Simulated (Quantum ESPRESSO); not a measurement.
# Effort and miss along a sweep of ecutwfc: Sc₅Si₃ (P6_3/mcm, 16 atoms in the cell)

Cell: a = 7.8950 Å, b = 7.8950 Å, c = 5.8451 Å, α = 90.00°, β = 90.00°, γ = 120.00°.

Method: PBEsol, GBRV 1.5 ultrasoft (PBESOL) pseudopotentials (plane waves; Quantum ESPRESSO).

Base settings: ecutwfc = 50 Ry; ecutrho = 400 Ry; occupations = smearing; smearing = fd; degauss = 0.0036749 Ry; potentials = {Sc: sc_pbesol_v1.uspp.F.UPF, Si: si_pbesol_v1.uspp.F.UPF}; K_POINTS = automatic 3 3 4 0 0 0; conv_thr = 1e-10 Ry.

Misses are taken against the tightest run, 75 Ry (ecutrho: 400 Ry → 600 Ry), which need not be fully converged itself. The energy is the free energy per atom.

The count of work is k-points × plane waves × bands × iterations; it is no time, and leaves out set-up, grids and terms that scale otherwise. Core times come from one kind of shared machine and are given to one figure; runs under 30 s give none.

The starting cell comes from a database of computed structures (which also holds hypothetical and non-ambient phases and stackings), without a prior relaxation at this level. In the base run, with a pressure of about -3 GPa the cell is away from its equilibrium volume at this level.

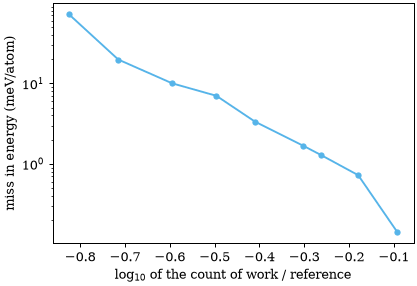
Miss against the count of work; the reference run is not drawn, and misses under 0.1 meV/atom are drawn there.

```tsv
ecutwfc	energy less reference (meV/atom)	pressure less reference (GPa)	count of work / reference	core time / reference (rough)
20 Ry (ecutrho: 400 Ry → 160 Ry)	72.47	-1.72	0.15	0.2
25 Ry (ecutrho: 400 Ry → 200 Ry)	19.84	-0.63	0.19	0.2
30 Ry (ecutrho: 400 Ry → 240 Ry)	10.03	-0.07	0.25	0.3
35 Ry (ecutrho: 400 Ry → 280 Ry)	7.03	-0.14	0.32	0.3
40 Ry (ecutrho: 400 Ry → 320 Ry)	3.35	-0.11	0.39	0.5
45 Ry (ecutrho: 400 Ry → 360 Ry)	1.68	-0.03	0.50	0.6
50 Ry	1.30	-0.01	0.55	0.6
57 Ry (ecutrho: 400 Ry → 456 Ry)	0.72	-0.03	0.66	0.6
65 Ry (ecutrho: 400 Ry → 520 Ry)	0.14	-0.01	0.81	0.9
75 Ry (ecutrho: 400 Ry → 600 Ry)	0.00	0.00	1.0	1
```

Coarsest setting among those run that, with all tighter ones, holds the energy within 1 meV/atom of the reference: 57 Ry (ecutrho: 400 Ry → 456 Ry), off by 0.72 meV/atom; its saving against the reference is no more than about a factor of 2 in the count of work.

Coarsest setting among those run that, with all tighter ones, holds the energy within 0.5 meV/atom of the reference: 65 Ry (ecutrho: 400 Ry → 520 Ry), off by 0.14 meV/atom; its saving against the reference is no more than about a factor of 2 in the count of work.

The step from 30 Ry (ecutrho: 400 Ry → 240 Ry) to 57 Ry (ecutrho: 400 Ry → 456 Ry): it takes the miss in the energy from 10 to 0.72 meV/atom, for 2.6 times the count of work and roughly 2 times the time.
